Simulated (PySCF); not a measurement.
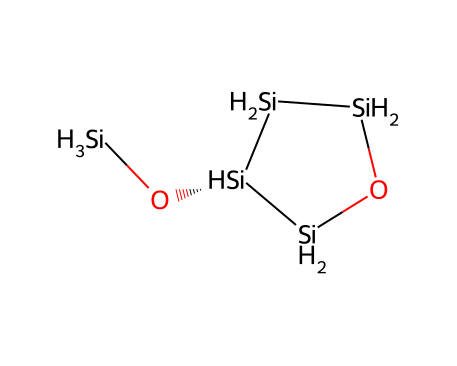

The geometry was computed by an optimisation with GFN2-xTB. No frequency run is at hand to confirm it as a minimum. Method: B3LYP/def2-SVPD, gas phase (PySCF 2.14.0). Excitations: vertical, linear response.

Computed properties:

The species is H10O2Si5 (`[SiH3]O[Si@H]1[SiH2]O[SiH2][SiH2]1`).
- dipole moment: 1.10 D
- HOMO energy (Kohn–Sham orbital): −7.05 eV
- LUMO energy (Kohn–Sham orbital): −1.60 eV
- HOMO–LUMO gap: 5.45 eV
- mean static polarisability: 140.1 bohr³
- lowest vertical singlet excitation: 4.43 eV
- its oscillator strength: 0.004
- brightest of the 8 lowest singlets: 5.78 eV
- its oscillator strength: 0.13

The geometry is semi-empirical. Around Si such bond lengths and angles can be off by a tenth of an ångström or more and by several degrees, and values that hang on the shape move with them.
